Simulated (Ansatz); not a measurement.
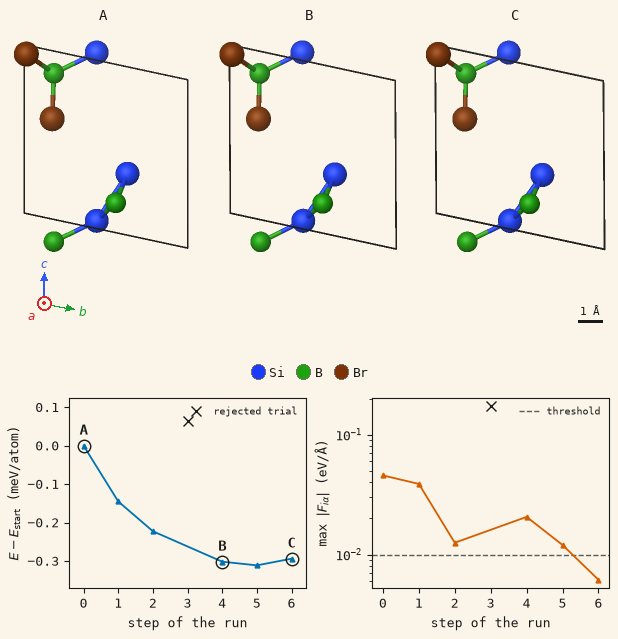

Frames of a relaxation of a crystal of SiBBr (a generated structure, set up in P1), marked on the history of the run. A ball-and-stick model of the cell of the calculation, seen along the a axis.

Computed with DFT PBE, scalar-relativistic, plane waves, PAW in Ansatz 0.2.0. (plane-wave cutoff 420 eV; k-point mesh 12 × 6 × 6; occupations gaussian; smearing width 0.01 eV; no spin polarisation; cell and atoms relaxed; force threshold 0.01 eV/Å; at most 80 steps)

### What happens along the run?

The run was cut off at its time limit before the program reported convergence, but its last step already meets the force threshold: the largest component is 0.0061 eV/Å against 0.01 eV/Å. The pressure is within 0.01 GPa of its target. The energy falls by 0.3 meV per atom in 5 accepted moves (6 points after the start). Largest force component: 0.046 eV/Å at the start, 0.0061 eV/Å at the end. Pressure: −0.07 GPa at the start and −0.01 GPa at the end. The line search rejected the trial step at point 3 of the run. The largest move relative to the cell is that of a Si atom, 0.047 Å along [0 −3 1]. Largest moves by element: Si 0.047 Å, Br 0.045 Å, B 0.033 Å. Cell: a 3.257 → 3.252 Å (−0.2 %), b 7.101 → 7.316 Å (+3.0 %), c 7.284 → 7.291 Å (+0.1 %), α 101.6° → 102.0°, β 100.8° → 101.3°, γ 91.4° → 91.1°. Volume +2.7 %. Some distances before and after: B–Si 2.108 → 2.104 Å. Bond angles that change, for instance: Si–Si–B 149.0° → 151.3°. The space group stays P1 (No. 1). The run took 6.2 min on 1 thread of Intel(R) Xeon(R) Platinum 8375C CPU @ 2.90GHz (Ice Lake), on a shared host, peak memory 0.91 GiB. From step 0 to 4: a Si atom moves most (0.03 Å), volume +1.3 %, energy −0.3 meV per atom. From step 4 to 6: a Br atom moves most (0.03 Å), volume +1.3 %, energy +0.0 meV per atom.
